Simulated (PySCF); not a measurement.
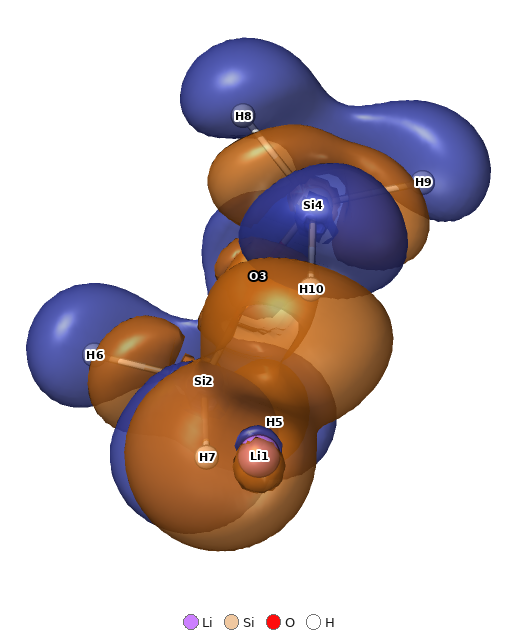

*H₆LiOSi₂, charge +1, SMILES `[Li+].[SiH3]O[SiH3]`. Density of the complex less the densities of the two fragments at the same geometry, ±0.006 e/Å³ (orange: gain, blue: loss). Fragment A: Li(+1) (atom 1); fragment B: Si2H6O.*

PySCF calculation, HF/def2-SVPD, gas phase; geometry: GFN2-xTB. GFN2-xTB bond lengths at metals and heavier atoms can be off by up to 0.1 Å and shapes distorted, which carries into these values.

Coordinates in Å:

```
Li1      0.0073   -3.0509    0.0002
Si2     -1.5813    0.1801   -0.0008
O3      -0.0012    0.5280    0.0036
Si4      1.5807    0.1822   -0.0009
H5      -2.1422    0.6655   -1.2481
H6      -2.1433    0.6619    1.2464
H7      -1.5034   -1.4064   -0.0014
H8       2.1409    0.6684    1.2464
H9       2.1397    0.6720   -1.2481
H10      1.5049   -1.4044   -0.0004
```

How is the density rearranged on binding?

Hirshfeld charges show 0.067 e passing from B to A. By Hirshfeld charges, electrons gather most on H7 and H10 alike (−0.068 e) and leave Si2 and Si4 alike most (+0.044 e); 0.39 e is displaced in all.

What is the interaction energy, and which contacts carry it?

The counterpoise-corrected interaction energy of the frozen fragments is −21.9 kcal/mol without dispersion correction and −31.7 kcal/mol with D3(BJ). D3 uses neutral-atom coefficients and tends to overbind metal cations. The pair geometry is semi-empirical, not a minimum at this level. Contacts: Li1···H10, 2.23 Å, ρ = 0.006 a.u.; Li1···H7, 2.23 Å, ρ = 0.006 a.u. The pose is a local one from a semi-empirical search, not shown to be the most stable.

The PySCF run took 2.8 s on 1 thread of AMD EPYC 7R43 64-Core Processor (Zen 3) (shared host), peak memory 0.24 GiB.
